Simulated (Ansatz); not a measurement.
**Geometry relaxation of BSiH6F (part 2 of 2)**

BSiH6F; RKS B3LYP-D4/def2-TZVP (Ansatz 0.2.0). It belongs to a series of runs on one base structure; here: end point A relaxed.

Geometry of the input (Å):
```
B  -0.0117  0.4067  0.0263
F  0.0089  1.0218  1.1988
H  1.0244  0.2511  -0.5474
H  -1.0667  0.1720  -0.4781
Si 0.1060  -2.5781  1.0409
H  -0.6922  -3.0295  -0.1204
H  1.5186  -2.9668  0.8580
H  -0.4413  -3.1470  2.2958
H  0.0383  -1.1147  1.1836
```

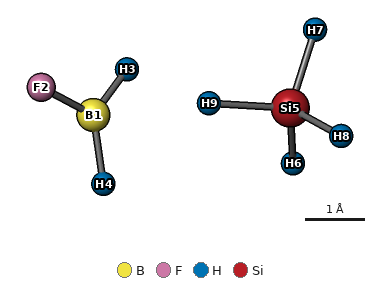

The geometry at step 14 of the log (ball-and-stick view, seen at a tilt; atoms are numbered from 1 in the order of the input).

**Trajectory as extended XYZ, continued**
```
9
Properties=species:S:1:pos:R:3:forces:R:3 step=8 energy=-11371.90532
B    -0.0301    0.7251   -0.0802   -0.0026   0.0533  -0.0026
F     0.0024    1.5561    0.9492    0.0022  -0.0162  -0.0020
H     1.0110    0.3961   -0.5617   -0.0094  -0.0242   0.0043
H    -1.0987    0.3918   -0.4924    0.0090  -0.0218   0.0038
Si    0.1215   -2.8233    1.1267   -0.0109   0.0827  -0.0225
H    -0.6723   -3.1445   -0.0782   -0.0049  -0.0235  -0.0137
H     1.5367   -3.1915    0.9154    0.0219  -0.0330   0.0024
H    -0.4274   -3.5289    2.3022   -0.0049  -0.0499   0.0261
H     0.0412   -1.3653    1.3763   -0.0004   0.0325   0.0041
9
Properties=species:S:1:pos:R:3:forces:R:3 step=9 energy=-11371.90670
B    -0.0326    0.7039   -0.0825    0.0036  -0.0088   0.0037
F     0.0170    1.5479    0.9348   -0.0002   0.0076  -0.0023
H     1.0006    0.3532   -0.5666   -0.0097  -0.0031   0.0001
H    -1.1068    0.3683   -0.4784    0.0053   0.0010   0.0006
Si    0.1220   -2.7989    1.1278   -0.0003   0.0062   0.0065
H    -0.6601   -3.0905   -0.0935    0.0005   0.0024   0.0005
H     1.5387   -3.1701    0.9181   -0.0042   0.0020   0.0031
H    -0.4338   -3.5506    2.2752    0.0041   0.0024  -0.0105
H     0.0393   -1.3476    1.4225    0.0009  -0.0098  -0.0017
9
Properties=species:S:1:pos:R:3:forces:R:3 step=10 energy=-11371.90702
B    -0.0348    0.6802   -0.0824    0.0108   0.0174   0.0530
F     0.0311    1.5517    0.9135   -0.0055  -0.0577  -0.0829
H     0.9915    0.3058   -0.5667   -0.0335   0.0181   0.0171
H    -1.1154    0.3409   -0.4605    0.0265   0.0214   0.0138
Si    0.1231   -2.7786    1.1284   -0.0158  -0.0127   0.0178
H    -0.6487   -3.0323   -0.1100    0.0151   0.0133   0.0295
H     1.5418   -3.1447    0.9181   -0.0168   0.0128   0.0056
H    -0.4413   -3.5718    2.2468    0.0176   0.0354  -0.0437
H     0.0370   -1.3357    1.4703    0.0016  -0.0480  -0.0101
9
Properties=species:S:1:pos:R:3:forces:R:3 step=11 energy=-11371.90715
B    -0.0354    0.6710   -0.0798    0.0036  -0.0245  -0.0762
F     0.0349    1.5450    0.9093    0.0010   0.0242   0.0335
H     0.9885    0.2965   -0.5687   -0.0266  -0.0023   0.0228
H    -1.1174    0.3374   -0.4584    0.0203   0.0026   0.0214
Si    0.1235   -2.7727    1.1285   -0.0193  -0.0196   0.0193
H    -0.6459   -3.0179   -0.1135    0.0185   0.0153   0.0344
H     1.5428   -3.1375    0.9191   -0.0184   0.0143   0.0051
H    -0.4433   -3.5741    2.2403    0.0197   0.0410  -0.0482
H     0.0367   -1.3320    1.4807    0.0013  -0.0510  -0.0121
9
Properties=species:S:1:pos:R:3:forces:R:3 step=12 energy=-11371.90801
B    -0.0383    0.6659   -0.0806    0.0007   0.0108   0.0109
F     0.0577    1.5563    0.8932    0.0029  -0.0020  -0.0051
H     0.9729    0.2646   -0.5707    0.0003  -0.0062  -0.0030
H    -1.1297    0.3429   -0.4363   -0.0050  -0.0039  -0.0029
Si    0.1255   -2.7700    1.1279   -0.0028   0.0028   0.0003
H    -0.6273   -3.0047   -0.1236    0.0015   0.0016  -0.0018
H     1.5488   -3.1211    0.9327    0.0041   0.0013   0.0004
H    -0.4497   -3.5824    2.2224   -0.0016  -0.0014   0.0002
H     0.0246   -1.3359    1.4924   -0.0002  -0.0030   0.0010
9
Properties=species:S:1:pos:R:3:forces:R:3 step=13 energy=-11371.90854
B    -0.0433    0.6430   -0.0803    0.0107   0.0746   0.0911
F     0.0936    1.5656    0.8618   -0.0038  -0.0842  -0.0898
H     0.9482    0.1994   -0.5754   -0.0101   0.0072   0.0019
H    -1.1495    0.3340   -0.4014    0.0023   0.0021  -0.0048
Si    0.1285   -2.7532    1.1279   -0.0120   0.0130  -0.0036
H    -0.5981   -2.9507   -0.1456    0.0048   0.0001   0.0037
H     1.5580   -3.0852    0.9493    0.0109  -0.0062   0.0005
H    -0.4624   -3.6046    2.1836    0.0003  -0.0058   0.0007
H     0.0093   -1.3326    1.5375   -0.0030  -0.0008   0.0003
9
Properties=species:S:1:pos:R:3:forces:R:3 step=14 energy=-11371.90807 accepted=F
B    -0.0521    0.6128   -0.0854    0.0186  -0.0176   0.1581
F     0.1523    1.5538    0.8259   -0.0099  -0.0759  -0.1264
H     0.9064    0.1052   -0.5900   -0.0563   0.0617  -0.0062
H    -1.1815    0.3313   -0.3531    0.0470   0.0389  -0.0289
Si    0.1342   -2.7273    1.1290   -0.0467   0.0385  -0.0086
H    -0.5511   -2.8721   -0.1767    0.0247  -0.0023   0.0411
H     1.5735   -3.0296    0.9805    0.0084  -0.0215   0.0025
H    -0.4819   -3.6313    2.1270    0.0199   0.0005  -0.0203
H    -0.0156   -1.3272    1.6003   -0.0058  -0.0223  -0.0113
9
Properties=species:S:1:pos:R:3:forces:R:3 step=15 energy=-11371.90878
B    -0.0479    0.6266   -0.0760    0.0113   0.1090   0.0147
F     0.1250    1.5751    0.8331   -0.0063  -0.0900  -0.0543
H     0.9257    0.1536   -0.5805   -0.0182  -0.0074   0.0215
H    -1.1660    0.3359   -0.3735    0.0125  -0.0132   0.0160
Si    0.1314   -2.7433    1.1282   -0.0151   0.0116  -0.0102
H    -0.5726   -2.9167   -0.1618    0.0080  -0.0009   0.0085
H     1.5662   -3.0613    0.9666    0.0080  -0.0061   0.0020
H    -0.4720   -3.6214    2.1545    0.0022  -0.0066   0.0010
H    -0.0055   -1.3329    1.5667   -0.0023   0.0035   0.0008
9
Properties=species:S:1:pos:R:3:forces:R:3 step=16 energy=-11371.90918
B    -0.0523    0.6133   -0.0788    0.0074   0.0403   0.0246
F     0.1545    1.5663    0.8171   -0.0038  -0.0558  -0.0448
H     0.9044    0.1104   -0.5893   -0.0380   0.0152   0.0143
H    -1.1817    0.3381   -0.3508    0.0339   0.0028   0.0031
Si    0.1341   -2.7310    1.1290   -0.0288   0.0152  -0.0098
H    -0.5490   -2.8818   -0.1761    0.0169   0.0001   0.0262
H     1.5737   -3.0355    0.9834    0.0037  -0.0097   0.0028
H    -0.4808   -3.6340    2.1279    0.0118   0.0014  -0.0107
H    -0.0186   -1.3302    1.5950   -0.0032  -0.0095  -0.0056
9
Properties=species:S:1:pos:R:3:forces:R:3 step=17 energy=-11371.90934
B    -0.0525    0.6153   -0.0809    0.0040   0.0182   0.0280
F     0.1561    1.5605    0.8220   -0.0004  -0.0338  -0.0335
H     0.9029    0.1135   -0.5940   -0.0313   0.0142   0.0065
H    -1.1823    0.3429   -0.3533    0.0272   0.0043  -0.0029
Si    0.1341   -2.7314    1.1299   -0.0218   0.0121  -0.0085
H    -0.5478   -2.8846   -0.1751    0.0129   0.0000   0.0188
H     1.5738   -3.0360    0.9857    0.0048  -0.0074   0.0021
H    -0.4800   -3.6342    2.1290    0.0075  -0.0006  -0.0060
H    -0.0200   -1.3304    1.5941   -0.0029  -0.0069  -0.0045
9
Properties=species:S:1:pos:R:3:forces:R:3 step=18 energy=-11371.90976
B    -0.0544    0.6270   -0.0864    0.0046   0.0045   0.0017
F     0.1815    1.5551    0.8258    0.0023  -0.0024  -0.0009
H     0.8843    0.1163   -0.6182   -0.0025  -0.0021   0.0013
H    -1.1902    0.3776   -0.3503   -0.0051  -0.0015   0.0005
Si    0.1348   -2.7394    1.1348   -0.0066   0.0051  -0.0040
H    -0.5308   -2.9027   -0.1762    0.0019  -0.0026   0.0009
H     1.5792   -3.0294    1.0054    0.0020   0.0005   0.0035
H    -0.4777   -3.6488    2.1281    0.0013  -0.0029  -0.0002
H    -0.0423   -1.3401    1.5945    0.0019   0.0014  -0.0026
9
Properties=species:S:1:pos:R:3:forces:R:3 step=19 energy=-11371.90993
B    -0.0582    0.6290   -0.0913    0.0079  -0.0118  -0.0017
F     0.2172    1.5453    0.8218   -0.0036  -0.0055  -0.0098
H     0.8583    0.0969   -0.6422   -0.0124   0.0077   0.0099
H    -1.2045    0.4073   -0.3365    0.0077   0.0070   0.0070
Si    0.1366   -2.7392    1.1387    0.0013  -0.0004   0.0000
H    -0.5050   -2.9014   -0.1845    0.0016  -0.0010   0.0035
H     1.5872   -3.0109    1.0301   -0.0133   0.0066   0.0059
H    -0.4801   -3.6657    2.1146    0.0053   0.0053  -0.0063
H    -0.0670   -1.3457    1.6067    0.0054  -0.0079  -0.0084
```

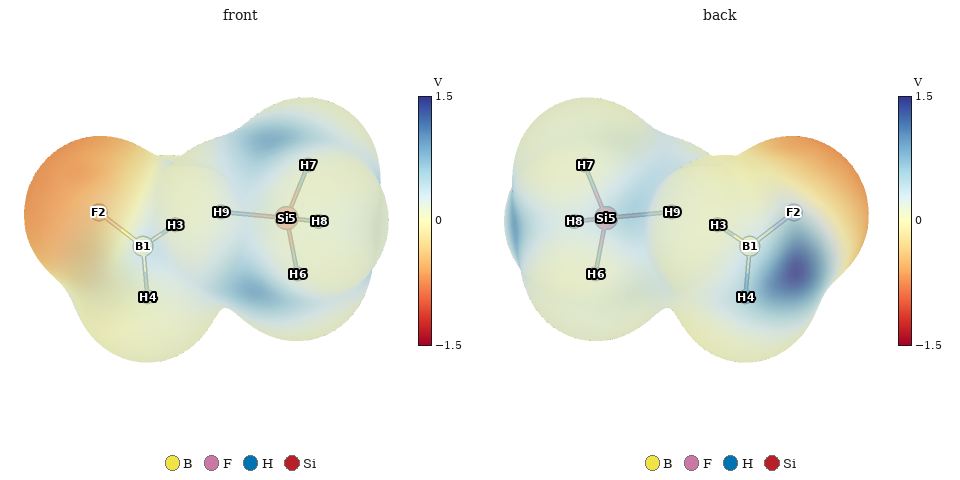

The molecular electrostatic potential painted on the density surface at 0.001 e/bohr³, seen at a tilt and from behind; the colour scale runs from red (negative) to blue (positive). A positive charge is drawn to the negative regions and a negative charge to the positive ones.

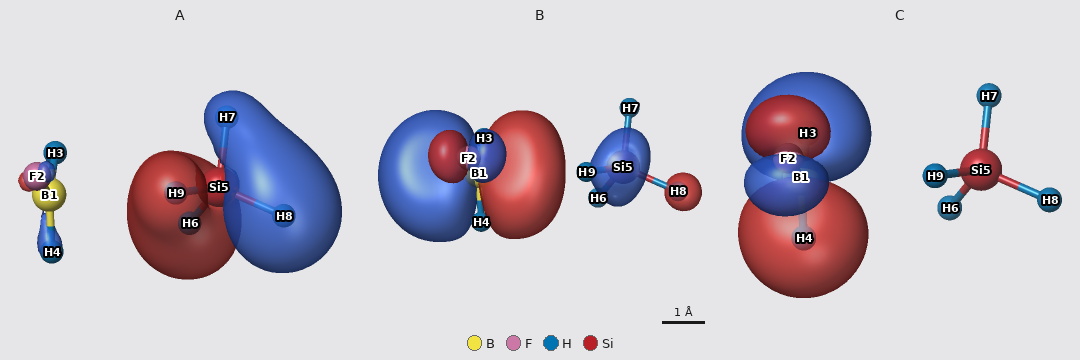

Three frontier orbitals at ±0.08 Å⁻³ᐟ² (blue and red are the two phases). A is the HOMO−1 (−9.84 eV). Its weight (Hirshfeld) is mainly on Si5 (45 %), H8 (25 %) and H6 (20 %). C is the HOMO (−9.10 eV). By Hirshfeld shares it lies mainly on B1 (30 %), F2 (25 %), H4 (20 %) and H3 (20 %). B is the LUMO (−1.33 eV). It lies mainly on B1 (60 %) and F2 (10 %). The HOMO–LUMO gap is 7.77 eV between the orbital energies.

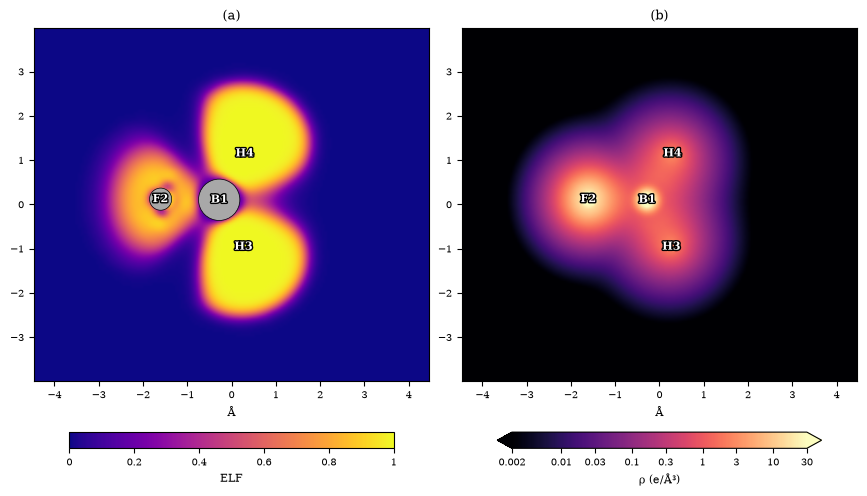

(a) ELF; (b) total electron density on the plane of atoms F2, B1 and H3. Grey discs, where drawn, cover atomic cores. The section cuts through B, F and H sites. B–H (1.19 Å): ρ is about 1.4 e/Å³ halfway; the ELF climbs to about 1 towards the hydrogen, as it does in any bond to H; a covalent bond by its length.

**Summary**

| quantity | value |
| --- | --- |
| outcome | converged |
| total energy | −11371.9102 eV |
| mean-field energy | −11371.7513 eV |
| largest force (length of the vector) at the end | 0.018 eV/Å |
| wall time | 22 s (CPU time 81 s) |
| peak memory | 0.23 GiB |
